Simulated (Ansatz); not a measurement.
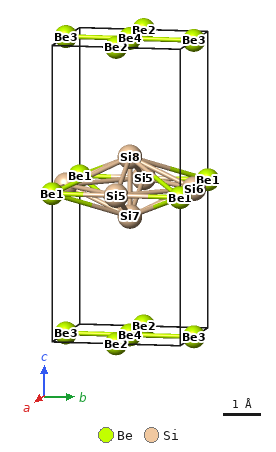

Crystalline BeSi (a generated structure, set up in P4/mmm) (coarse preliminary run), before the relaxation. The picture is a ball-and-stick view of the cell of the calculation, seen slightly off an axis.

Theory: DFT PBE, scalar-relativistic, plane waves, PAW in Ansatz 0.2.0.

Input file:
```yaml
crystal:
  lattice:
    - [3.59134178, 0.0, 0.0]
    - [0.0, 3.59134178, 0.0]
    - [0.0, 0.0, 8.20628426]
  atoms:
    - { symbol: Be, position: [0.0, 0.0, 0.5] }
    - { symbol: Be, position: [0.0, 0.5, 0.0] }
    - { symbol: Be, position: [0.5, 0.0, 0.0] }
    - { symbol: Be, position: [0.5, 0.5, 0.0] }
    - { symbol: Si, position: [0.0, 0.5, 0.5] }
    - { symbol: Si, position: [0.5, 0.0, 0.5] }
    - { symbol: Si, position: [0.5, 0.5, 0.39948165] }
    - { symbol: Si, position: [0.5, 0.5, 0.60051835] }
basis:
  ecutwfc: 420
kpoints:
  mp_grid: { grid: [6, 6, 2] }
hamiltonian:
  xc: pbe
scf:
  occupations: { method: gaussian, width: 0.1 }
  lower_state_search: "off"
output:
  forces: true
  stress: true
  eigenvalues: true
relax:
  adjacent_minimum: "off"
  f_tol: 0.04
  max_steps: 70
  cell: { stress_tol: 0.4 }
```

Run as
```bash
ansatz run input.yaml --threads 1 --pin off --max-ram 2560MiB --backend cpu --events-out ev --progress --plain --runs-dir out
```

**What does the optimiser find from here?**

After 8 accepted moves (9 points after the start) the energy has fallen by 23.628 eV per cell of the calculation. The largest force component goes from 37 to 0.034 eV/Å. The pressure goes from 100.27 to 0.23 GPa. At 1 point the geometry stayed and the basis and grid were re-selected for the new cell (energy shift of 27.8 meV per cell of the calculation at most each time). The largest moves relative to the cell, 0.85 Å, are those of Si7 and Si8. Si7 goes along −c. Be stays in place. The drawn cell changes as follows: a = b 3.591 → 4.169 Å (+16.1 %), c 8.206 → 7.279 Å (−11.3 %); the volume changes by +19.5 %. Some distances before and after: Si7–Si8 1.650 → 3.162 Å, Be4–Si7 3.278 → 2.058 Å, Be1–Si7 2.670 → 3.345 Å, Si5–Si7 1.976 → 2.616 Å. New bonds form, among them: Be4–Si7 (3.28 → 2.06 Å), Be4–Si8 (3.28 → 2.06 Å). Bonds break, among them: Si7–Si8 (1.65 → 3.16 Å). Bond angles that change, for instance: Si7–Si6–Si7 130.7° → 105.6°, Si5–Si8–Si6 80.0° → 68.6°. The space group stays P4/mmm (No. 123).

Final geometry:

```
CELL_PARAMETERS angstrom
4.16928 0.00000 0.00000
0.00000 4.16928 0.00000
0.00000 0.00000 7.27853
ATOMIC_POSITIONS crystal
Be 0.00000 0.00000 0.50000
Be 0.00000 0.50000 0.00000
Be 0.50000 0.00000 0.00000
Be 0.50000 0.50000 0.00000
Si 0.00000 0.50000 0.50000
Si 0.50000 0.00000 0.50000
Si 0.50000 0.50000 0.28278
Si 0.50000 0.50000 0.71722
```

After the run, drawn alike:

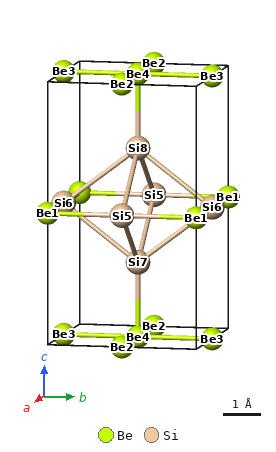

Limits of the set-up: the k-point mesh is coarse for a cell with partly filled bands.
